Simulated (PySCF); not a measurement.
C$_{3}$H$_{8}$N$_{2}$O$_{2}$Si

```yaml
atoms:
  - { symbol: C, position_ang: [-1.7268, -1.9895, 0.4424] }
  - { symbol: O, position_ang: [-1.7312, -0.6619, -0.0038] }
  - { symbol: Si, position_ang: [-0.4961, 0.2276, -0.5499] }
  - { symbol: N, position_ang: [-0.9666, 1.8698, -0.7637] }
  - { symbol: O, position_ang: [0.6294, 0.1604, 0.6356] }
  - { symbol: C, position_ang: [1.8502, 0.8377, 0.6437] }
  - { symbol: C, position_ang: [2.8770, 0.0901, -0.0550] }
  - { symbol: N, position_ang: [3.6663, -0.5245, -0.6070] }
  - { symbol: H, position_ang: [-0.9194, -2.1570, 1.1565] }
  - { symbol: H, position_ang: [-1.6015, -2.6726, -0.4007] }
  - { symbol: H, position_ang: [-2.6863, -2.1816, 0.9236] }
  - { symbol: H, position_ang: [0.0417, -0.2314, -1.8249] }
  - { symbol: H, position_ang: [-1.2654, 2.3781, 0.0554] }
  - { symbol: H, position_ang: [-1.5969, 2.0736, -1.5211] }
  - { symbol: H, position_ang: [1.7566, 1.8231, 0.1683] }
  - { symbol: H, position_ang: [2.1615, 0.9672, 1.6892] }
```

Geometry: GFN2-xTB.

These are results of PBE0/pcSseg-1, SCF density, gas phase, non-relativistic (PySCF), not measurements.

What will maps of the electron density and electron localisation function show?

Answer. C–N (1.14 Å): ρ at the midpoint is about 3.6 e/Å³; the ELF peaks at about 0.85 between the atoms (a short, multiple covalent bond).
C–C (1.45 Å): ρ at the midpoint is about 1.9 e/Å³; the ELF peaks at about 0.95 between the atoms, as expected for a covalent bond.
N–H (1.01 Å): the density is about 2.8 e/Å³ at the midpoint; the ELF climbs to about 1 towards the hydrogen, as it does in any bond to H (an ordinary covalent bond to hydrogen).

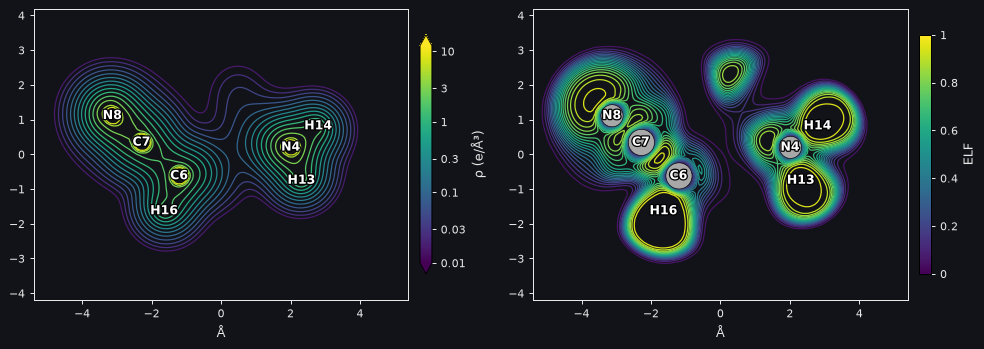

Computed electron density and electron localisation function on the plane of atoms C7, C6 and H16, in this order. Grey discs cover the atomic cores in the ELF map. 
